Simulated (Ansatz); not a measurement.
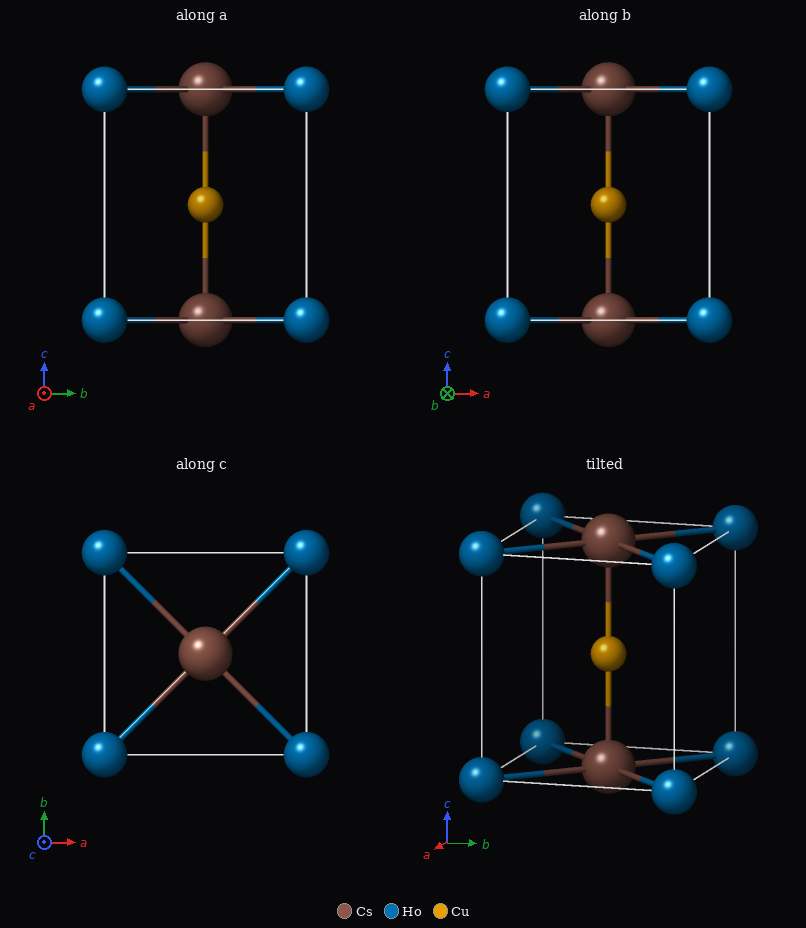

Structure drawing (ball-and-stick), viewed along the a axis, along the b axis, along the c axis and slightly off an axis. The lines enclose the conventional unit cell; boundary atoms appear with their images.

Lattice parameters: a = 5.4135 Å, b = 5.4135 Å, c = 6.1841 Å, α = 90.000°, β = 90.000°, γ = 90.000°.

Give the atomic positions as a CIF in P1 with every atom of the cell.

Answer.
```cif
data_structure
_symmetry_space_group_name_H-M 'P 1'
_symmetry_Int_Tables_number 1
_cell_length_a 5.4135
_cell_length_b 5.4135
_cell_length_c 6.1841
_cell_angle_alpha 90.000
_cell_angle_beta 90.000
_cell_angle_gamma 90.000
_cell_volume 181.23
loop_
_atom_site_label
_atom_site_type_symbol
_atom_site_fract_x
_atom_site_fract_y
_atom_site_fract_z
_atom_site_occupancy
Cs1 Cs 0.5000 0.5000 0.0000 1
Ho1 Ho 0.0000 0.0000 0.0000 1
Cu1 Cu 0.5000 0.5000 0.5000 1
```

Starting structure: a structure type filled with these elements by a generator (whether the compound takes this form wasn't checked). Earlier steps of the study, as a rule a relaxation of our own, may have changed the cell and positions, so they can lie some per cent off the listed ones. It was set up as input for a calculation with Ansatz.
